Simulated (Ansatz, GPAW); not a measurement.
# A 7-layer slab of Y(0001): work function by functional and basis, part 2 of 3

How far do functional and basis move the work function of a 7-layer slab of Y(0001)?

GPAW 26.7.0 and Ansatz 0.2.0; Ansatz plane waves; slab in vacuum with a dipole correction, relaxation (the session's first sound run).

So far: The structure; Relaxing the atoms.

## 2. Relaxing the atoms (continued)

The valence density, planar mean oscillates, so the rows of the table below give means over windows of 2.86 Å about each position, cut where the curve ends. Its maxima inside the range that stand out by 2 % of the span (Å: e/Å³): 8.9: 0.674, 11.9: 0.677, 14.7: 0.673, 17.6: 0.677, 20.4: 0.674, 23.3: 0.678, 26.1: 0.678. Its minima: 10.4: 0.102, 13.3: 0.0999, 16.1: 0.102, 19.1: 0.102, 21.9: 0.0985, 24.6: 0.110.

The valence density, planar mean by z; means over each step:

| z (Å) | valence density, planar mean (e/Å³) |
| --- | --- |
| 1.43 | 8.0e-7 |
| 4.29 | 2.6e-4 |
| 7.15 | 0.0751 |
| 10.01 | 0.333 |
| 12.87 | 0.333 |
| 15.73 | 0.334 |
| 18.59 | 0.336 |
| 21.45 | 0.329 |
| 24.31 | 0.351 |
| 27.17 | 0.242 |
| 30.03 | 0.00121 |
| 32.89 | 3.9e-6 |

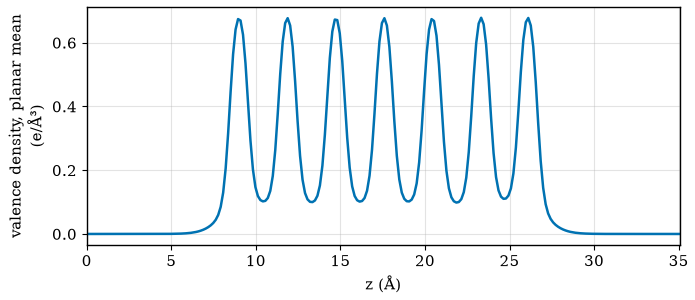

Valence density, planar mean against z.

The relaxation lowered the energy of the cell by 0.00914 eV.

## 3. Plane waves, PBE

With the geometry fixed, the planar mean of the potential gives the vacuum level on each side.

This step: GPAW, PAW setups; slab in vacuum (GPAW 26.7.0).

Input file run.py:

```python
import json
import numpy as np
from ase import Atoms
from gpaw import GPAW, PW

slab = Atoms(
    ['Y', 'Y', 'Y', 'Y', 'Y', 'Y', 'Y'],
    positions=[
        [0.00000, 0.00000, 9.00000],
        [3.65000, 2.10733, 11.86707],
        [0.00000, 0.00000, 14.73415],
        [3.65000, 2.10733, 17.58690],
        [0.00000, 0.00000, 20.43856],
        [3.65000, 2.10733, 23.31608],
        [0.00000, 0.00000, 26.09164]],
    cell=[[3.65, 0.0, 0.0], [1.825, 3.16099, 0.0], [0.0, 0.0, 35.20245]],
    pbc=[True, True, False])

slab.calc = GPAW(mode=PW(400), xc='PBE', kpts={'size': (10, 10, 1), 'gamma': True},
                 occupations={'name': 'fermi-dirac', 'width': 0.1}, nbands='160%',
                 convergence={'density': 1e-05}, maxiter=200,
                 poissonsolver={'dipolelayer': 'xy'},
                 symmetry={'tolerance': 1e-3}, txt='slab.txt')
result = {}
energy = slab.get_potential_energy()
fermi = slab.calc.get_fermi_level()
v = slab.calc.get_electrostatic_potential().mean((0, 1)) - fermi
n = slab.calc.get_pseudo_density().mean((0, 1))
L = slab.cell[2, 2]
z = np.arange(len(v)) * L / len(v)
low, high = slab.positions[:, 2].min(), slab.positions[:, 2].max()
below, above = np.interp([low - 6.8, high + 6.8], z, v)
slopes = [np.interp(x, z, np.gradient(v, z)) for x in (low - 6.8, high + 6.8)]
eps = np.array([[slab.calc.get_eigenvalues(k, s) for k in range(len(slab.calc.get_ibz_k_points()))]
                for s in range(slab.calc.get_number_of_spins())]) - fermi
top, bottom = eps[eps < 0].max(), eps[eps > 0].min()
dipole = slab.get_dipole_moment()[2]
print(f'energy {energy:.4f} eV, Fermi level {fermi:.4f} eV, dipole {dipole:.5f} e A')
print(f'potential 6.8 A off the faces, from the Fermi level: lower {below:.4f} eV, upper {above:.4f} eV')
print(f'slope of the potential there: lower {slopes[0]:.5f}, upper {slopes[1]:.5f} eV/A')
print(f'nearest levels on the mesh: {top:.4f} and {bottom:.4f} eV')
print('magnetic moment', round(slab.get_magnetic_moment(), 3))
result.update(energy=energy, fermi=fermi, dipole=dipole, below=below, above=above, slopes=slopes, edges=[top, bottom],
              z=z.tolist(), v=v.tolist(), n=n.tolist(), positions=slab.positions.tolist(),
              forces=slab.get_forces(apply_constraint=False).tolist(), moments=slab.get_magnetic_moments().tolist())
json.dump(result, open('result.json', 'w'))
```

Started as:

```
> OMP_NUM_THREADS=1 OPENBLAS_NUM_THREADS=1 python run.py
```

Numbers of over 12 decimals in the logs are rounded to 6 here.

Output:

```text
energy -31.3357 eV, Fermi level 2.2902 eV, dipole 0.00107 e A
potential 6.8 A off the faces, from the Fermi level: lower 3.3739 eV, upper 3.3576 eV
slope of the potential there: lower -0.00013, upper 0.00013 eV/A
nearest levels on the mesh: -0.0163 and 0.0025 eV
magnetic moment 0.0
```

Elapsed: 12 min, on 1 thread of Intel Xeon Platinum 8259CL at 2.50GHz (Skylake/Cascade Lake), shared host; peak memory 0.36 GiB.

Numbers from this step:

```yaml
dipole_along_the_normal: 0.001065 e·Å
levels_nearest_the_fermi_level_on_the_mesh: -0.01631, 0.002456 eV from the Fermi level
upper_work_function: 3.358 eV
lower_work_function: 3.374 eV
```

The electrostatic potential energy of an electron (without an applied field's), less the Fermi level, planar mean oscillates, so the rows of the table below give means over windows of 2.83 Å about each position, cut where the curve ends. Its maxima inside the range that stand out by 2 % of the span (Å: eV): 10.5: 0.922, 13.3: 0.762, 16.2: 0.689, 19.1: 0.721, 21.8: 0.714, 24.7: 0.609. Its minima: 9.0: -17.7, 11.8: -17.2, 14.8: -17.3, 17.6: -17.3, 20.4: -17.4, 23.4: -17.1, 26.1: -17.7.

Electrostatic potential energy of an electron (without an applied field's), less the Fermi level, planar mean against z; means over each step:

| z (Å) | electrostatic potential energy of an electron (without an applied field's), less the Fermi level, planar mean (eV) |
| --- | --- |
| 1.42 | 3.37 |
| 4.25 | 3.36 |
| 7.08 | 0.909 |
| 9.91 | -6.41 |
| 12.73 | -6.37 |
| 15.57 | -6.38 |
| 18.39 | -6.41 |
| 21.23 | -6.38 |
| 24.05 | -6.52 |
| 26.88 | -5.78 |
| 29.71 | 3.25 |
| 32.55 | 3.36 |

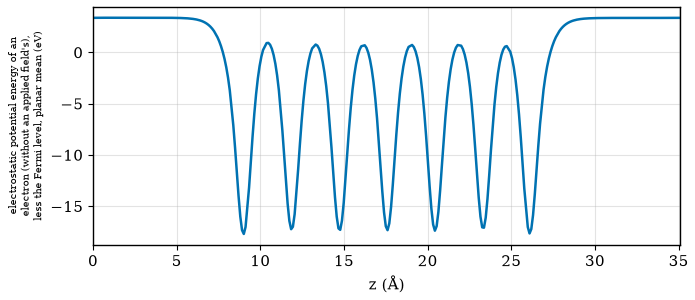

Electrostatic potential energy of an electron (without an applied field's), less the Fermi level, planar mean, plotted against z.

The pseudo valence density, planar mean oscillates, so the rows of the table below give means over windows of 2.93 Å about each position, cut where the curve ends. Its maxima inside the range that stand out by 2 % of the span (Å: e/Å³): 9.0: 0.795, 11.9: 0.779, 14.7: 0.782, 17.6: 0.795, 20.5: 0.768, 23.3: 0.787, 26.2: 0.770. Its minima: 10.5: 0.102, 13.2: 0.101, 16.1: 0.101, 19.1: 0.102, 21.8: 0.0994, 24.7: 0.110.

The pseudo valence density, planar mean by z; means over each step:

| z (Å) | pseudo valence density, planar mean (e/Å³) |
| --- | --- |
| 1.47 | 9.2e-7 |
| 4.40 | 3.5e-4 |
| 7.33 | 0.109 |
| 10.26 | 0.342 |
| 13.19 | 0.341 |
| 16.12 | 0.345 |
| 19.05 | 0.346 |
| 21.98 | 0.338 |
| 24.91 | 0.362 |
| 27.84 | 0.0940 |
| 30.77 | 3.1e-4 |
| 33.70 | 8.9e-7 |

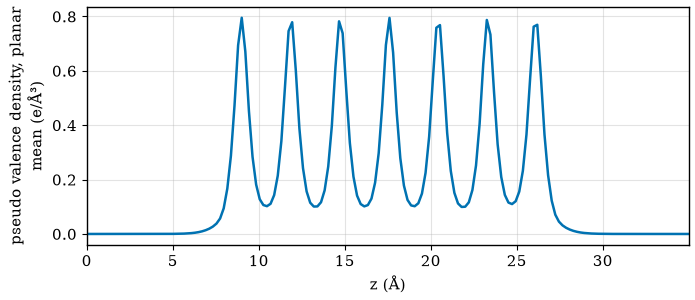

Pseudo valence density, planar mean, plotted against z.

Force by atom:

| atom | x (eV/Å) | y (eV/Å) | z (eV/Å) | size |
| --- | --- | --- | --- | --- |
| Y1 | 0.000 | 0.000 | 0.176 | 0.176 |
| Y2 | 0.000 | 0.000 | -0.178 | 0.178 |
| Y3 | 0.000 | 0.000 | 0.012 | 0.012 |
| Y4 | 0.000 | 0.000 | -0.002 | 0.002 |
| Y5 | 0.000 | 0.000 | 0.000 | 0.000 |
| Y6 | 0.000 | 0.000 | -0.004 | 0.004 |
| Y7 | 0.000 | 0.000 | -0.005 | 0.005 |

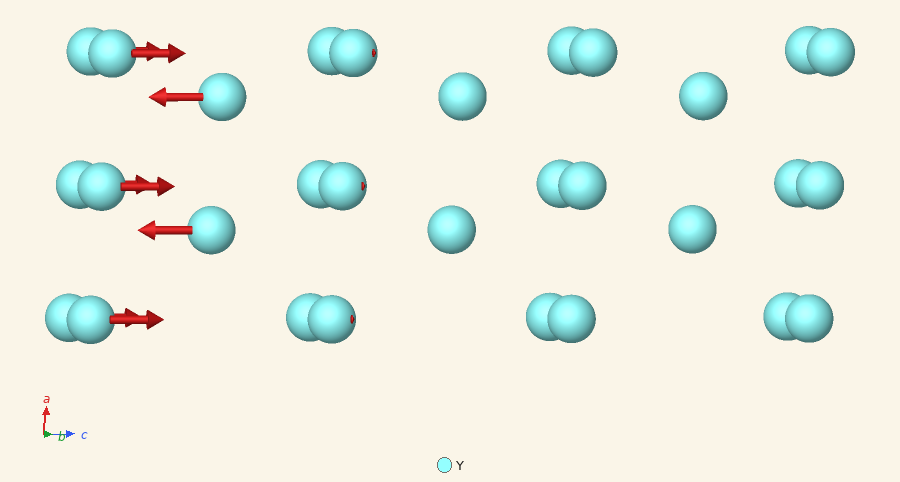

Force as arrows, the longest 0.178 eV/Å. 2×1×1 cells are drawn. Some periodic images of atoms are drawn too.

The potential is flat to 1.3e-4 eV/Å where it is read, so the vacuum is wide enough. The geometry is the other program's minimum; here the largest force on a free atom is 0.0052 eV/Å.

## 4. Self-consistent run: xc = "LDA"

The same geometry under LDA, to see how far the functional moves the levels against the vacuum.

run.py, as its differences from that of step 3:

```diff
@@ -18,3 +18,3 @@
 
-slab.calc = GPAW(mode=PW(400), xc='PBE', kpts={'size': (10, 10, 1), 'gamma': True},
+slab.calc = GPAW(mode=PW(400), xc='LDA', kpts={'size': (10, 10, 1), 'gamma': True},
                  occupations={'name': 'fermi-dirac', 'width': 0.1}, nbands='160%',
```

Output:

```text
energy -34.6217 eV, Fermi level 2.0821 eV, dipole 0.00085 e A
potential 6.8 A off the faces, from the Fermi level: lower 3.5325 eV, upper 3.5195 eV
slope of the potential there: lower -0.00010, upper 0.00010 eV/A
nearest levels on the mesh: -0.0024 and 0.0181 eV
magnetic moment 0.0
```

The job ended after 15 min (1 thread; peak memory 0.36 GiB).

This step gave:

- dipole along the normal: 8.52e-4 e·Å
- levels nearest the Fermi level on the mesh: -0.002412, 0.01807 eV from the Fermi level
- upper work function: 3.520 eV
- lower work function: 3.533 eV

The electrostatic potential energy of an electron (without an applied field's), less the Fermi level, planar mean oscillates, so the rows of the table below give means over windows of 2.83 Å about each position, cut where the curve ends. Its maxima inside the range that stand out by 2 % of the span (Å: eV): 10.5: 1.15, 13.3: 0.993, 16.2: 0.925, 19.1: 0.956, 21.8: 0.947, 24.7: 0.848. Its minima: 9.0: -17.5, 11.8: -17.0, 14.8: -17.1, 17.6: -17.1, 20.4: -17.2, 23.4: -16.9, 26.1: -17.4.

Electrostatic potential energy of an electron (without an applied field's), less the Fermi level, planar mean against z; means over each step:

| z (Å) | electrostatic potential energy of an electron (without an applied field's), less the Fermi level, planar mean (eV) |
| --- | --- |
| 1.42 | 3.53 |
| 4.25 | 3.52 |
| 7.08 | 1.10 |
| 9.91 | -6.17 |
| 12.73 | -6.13 |
| 15.57 | -6.14 |
| 18.39 | -6.17 |
| 21.23 | -6.14 |
| 24.05 | -6.28 |
| 26.88 | -5.55 |
| 29.71 | 3.42 |
| 32.55 | 3.52 |

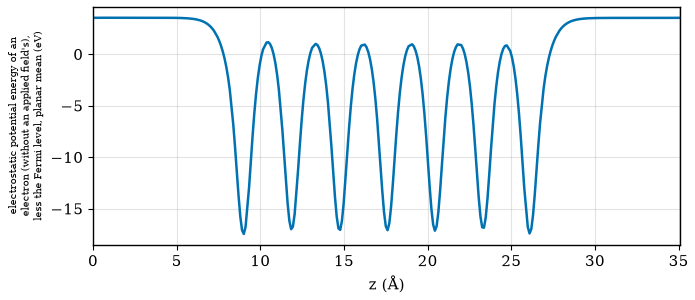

Electrostatic potential energy of an electron (without an applied field's), less the Fermi level, planar mean against z.

The pseudo valence density, planar mean oscillates, so the rows of the table below give means over windows of 2.93 Å about each position, cut where the curve ends. Its maxima inside the range that stand out by 2 % of the span (Å: e/Å³): 9.0: 0.795, 11.9: 0.779, 14.7: 0.782, 17.6: 0.795, 20.5: 0.768, 23.3: 0.787, 26.2: 0.769. Its minima: 10.5: 0.102, 13.2: 0.100, 16.1: 0.101, 19.1: 0.101, 21.8: 0.0988, 24.7: 0.109.

The pseudo valence density, planar mean by z; means over each step:

| z (Å) | pseudo valence density, planar mean (e/Å³) |
| --- | --- |
| 1.47 | 0 |
| 4.40 | 3.4e-4 |
| 7.33 | 0.109 |
| 10.26 | 0.342 |
| 13.19 | 0.341 |
| 16.12 | 0.345 |
| 19.05 | 0.346 |
| 21.98 | 0.338 |
| 24.91 | 0.362 |
| 27.84 | 0.0941 |
| 30.77 | 3.0e-4 |
| 33.70 | 0 |

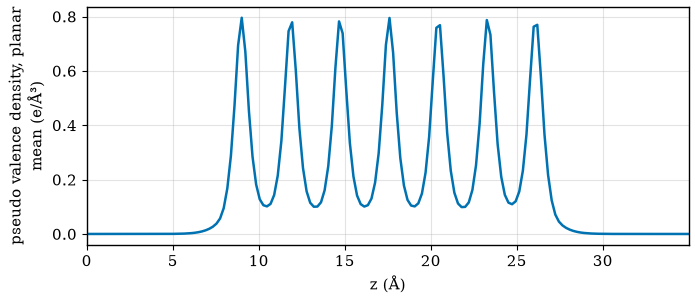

Pseudo valence density, planar mean, plotted against z.

Force by atom:

| atom | x (eV/Å) | y (eV/Å) | z (eV/Å) | size |
| --- | --- | --- | --- | --- |
| Y1 | 0.000 | 0.000 | 0.457 | 0.457 |
| Y2 | 0.000 | 0.000 | -0.196 | 0.196 |
| Y3 | 0.000 | 0.000 | 0.019 | 0.019 |
| Y4 | 0.000 | 0.000 | 0.000 | 0.000 |
| Y5 | 0.000 | 0.000 | -0.013 | 0.013 |
| Y6 | 0.000 | 0.000 | 0.042 | 0.042 |
| Y7 | 0.000 | 0.000 | -0.308 | 0.308 |

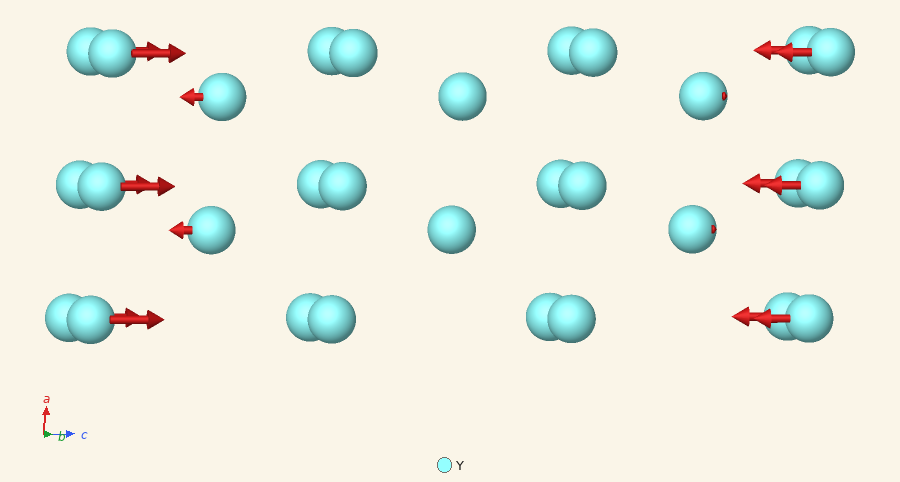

Force as arrows, the longest 0.457 eV/Å. 2×1×1 cells are drawn. Some periodic images of atoms are drawn too.

The upper face's work function is 3.520 eV, against 3.358 eV in the first plane-wave PBE run at this geometry.

## 5. OptPBE vdW: xc = "optPBE-vdW"

The same geometry under optPBE-vdW, to see how far the functional moves the levels against the vacuum (the van der Waals functionals take revPBE setups).

run.py, as its differences from that of step 4:

```diff
@@ -18,3 +18,3 @@
 
-slab.calc = GPAW(mode=PW(400), xc='LDA', kpts={'size': (10, 10, 1), 'gamma': True},
+slab.calc = GPAW(mode=PW(400), xc='optPBE-vdW', kpts={'size': (10, 10, 1), 'gamma': True},
                  occupations={'name': 'fermi-dirac', 'width': 0.1}, nbands='160%',
```

Output:

```text
energy -122.4659 eV, Fermi level 2.2071 eV, dipole 0.00082 e A
potential 6.8 A off the faces, from the Fermi level: lower 3.5518 eV, upper 3.5393 eV
slope of the potential there: lower -0.00026, upper 0.00027 eV/A
nearest levels on the mesh: -0.0126 and 0.0039 eV
magnetic moment 0.0
```

Wall time 13 min (1 thread); peak memory 0.63 GiB.

This step gave:

```yaml
dipole_along_the_normal: 8.17e-4 e·Å
levels_nearest_the_fermi_level_on_the_mesh: -0.01259, 0.003869 eV from the Fermi level
upper_work_function: 3.539 eV
lower_work_function: 3.552 eV
```

The upper face's work function is 3.539 eV, against 3.358 eV in the first plane-wave PBE run at this geometry.

## 6. Self-consistent run: xc = "revPBE"

The same geometry under revPBE, to see how far the functional moves the levels against the vacuum.

run.py, as its differences from that of step 5:

```diff
@@ -18,3 +18,3 @@
 
-slab.calc = GPAW(mode=PW(400), xc='optPBE-vdW', kpts={'size': (10, 10, 1), 'gamma': True},
+slab.calc = GPAW(mode=PW(400), xc='revPBE', kpts={'size': (10, 10, 1), 'gamma': True},
                  occupations={'name': 'fermi-dirac', 'width': 0.1}, nbands='160%',
```

Output:

```text
energy -29.6399 eV, Fermi level 2.3692 eV, dipole 0.00113 e A
potential 6.8 A off the faces, from the Fermi level: lower 3.2805 eV, upper 3.2632 eV
slope of the potential there: lower -0.00014, upper 0.00014 eV/A
nearest levels on the mesh: -0.0136 and 0.0063 eV
magnetic moment 0.0
```

It took 10 min on 1 thread; peak memory 0.35 GiB.

This step gave:

```yaml
dipole_along_the_normal: 0.001127 e·Å
levels_nearest_the_fermi_level_on_the_mesh: -0.01361, 0.006284 eV from the Fermi level
upper_work_function: 3.263 eV
lower_work_function: 3.281 eV
```

The upper face's work function is 3.263 eV, against 3.358 eV in the first plane-wave PBE run at this geometry.

## 7. Self-consistent run: xc = "RPBE"

The same geometry under RPBE, to see how far the functional moves the levels against the vacuum.

run.py, as its differences from that of step 6:

```diff
@@ -18,3 +18,3 @@
 
-slab.calc = GPAW(mode=PW(400), xc='revPBE', kpts={'size': (10, 10, 1), 'gamma': True},
+slab.calc = GPAW(mode=PW(400), xc='RPBE', kpts={'size': (10, 10, 1), 'gamma': True},
                  occupations={'name': 'fermi-dirac', 'width': 0.1}, nbands='160%',
```

Output:

```text
energy -29.3127 eV, Fermi level 2.3873 eV, dipole 0.00116 e A
potential 6.8 A off the faces, from the Fermi level: lower 3.2746 eV, upper 3.2568 eV
slope of the potential there: lower -0.00015, upper 0.00015 eV/A
nearest levels on the mesh: -0.0124 and 0.0076 eV
magnetic moment 0.0
```

Elapsed: 14 min, on 1 thread; peak memory 0.36 GiB.

This step gave:

```yaml
dipole_along_the_normal: 0.001158 e·Å
levels_nearest_the_fermi_level_on_the_mesh: -0.01235, 0.007644 eV from the Fermi level
upper_work_function: 3.257 eV
lower_work_function: 3.275 eV
```

The electrostatic potential energy of an electron (without an applied field's), less the Fermi level, planar mean oscillates, so the rows of the table below give means over windows of 2.83 Å about each position, cut where the curve ends. Its maxima inside the range that stand out by 2 % of the span (Å: eV): 10.5: 0.830, 13.3: 0.670, 16.2: 0.597, 19.1: 0.628, 21.8: 0.622, 24.7: 0.517. Its minima: 9.0: -17.8, 11.8: -17.3, 14.8: -17.4, 17.6: -17.4, 20.4: -17.5, 23.4: -17.2, 26.1: -17.7.

The electrostatic potential energy of an electron (without an applied field's), less the Fermi level, planar mean by z; means over each step:

| z (Å) | electrostatic potential energy of an electron (without an applied field's), less the Fermi level, planar mean (eV) |
| --- | --- |
| 1.42 | 3.27 |
| 4.25 | 3.26 |
| 7.08 | 0.806 |
| 9.91 | -6.50 |
| 12.73 | -6.46 |
| 15.57 | -6.47 |
| 18.39 | -6.50 |
| 21.23 | -6.47 |
| 24.05 | -6.62 |
| 26.88 | -5.88 |
| 29.71 | 3.15 |
| 32.55 | 3.26 |

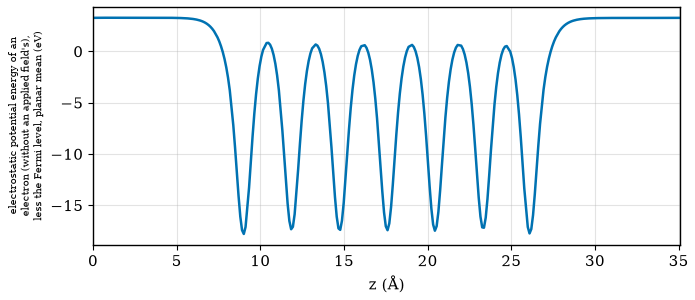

Electrostatic potential energy of an electron (without an applied field's), less the Fermi level, planar mean against z.

The upper face's work function is 3.257 eV, against 3.358 eV in the first plane-wave PBE run at this geometry.

## 8. Self-consistent run: xc = "vdW-DF2"

The same geometry under vdW-DF2, to see how far the functional moves the levels against the vacuum (the van der Waals functionals take revPBE setups).

run.py, as its differences from that of step 7:

```diff
@@ -18,3 +18,3 @@
 
-slab.calc = GPAW(mode=PW(400), xc='RPBE', kpts={'size': (10, 10, 1), 'gamma': True},
+slab.calc = GPAW(mode=PW(400), xc='vdW-DF2', kpts={'size': (10, 10, 1), 'gamma': True},
                  occupations={'name': 'fermi-dirac', 'width': 0.1}, nbands='160%',
```

Output:

```text
energy -566.3545 eV, Fermi level 2.2032 eV, dipole 0.00070 e A
potential 6.8 A off the faces, from the Fermi level: lower 3.6545 eV, upper 3.6438 eV
slope of the potential there: lower -0.00022, upper 0.00022 eV/A
nearest levels on the mesh: -0.0096 and 0.0005 eV
magnetic moment 0.0
```

It took 14 min on 1 thread; peak memory 0.63 GiB.

Numbers from this step:

```yaml
dipole_along_the_normal: 6.99e-4 e·Å
levels_nearest_the_fermi_level_on_the_mesh: -0.009552, 5.01e-4 eV from the Fermi level
upper_work_function: 3.644 eV
lower_work_function: 3.655 eV
```

The upper face's work function is 3.644 eV, against 3.358 eV in the first plane-wave PBE run at this geometry.

(Part 2 of 3 ends here.)

[Logs are printed without paths, hosts, clocks, repeated set-up lines and the standing remarks that a program may print on its own settings, such as how far it seeks lower states.]

[Hosts, paths, dates, database ids (printed as entryN), source tags and the programs' standing remarks are cut or masked in the printed files.]
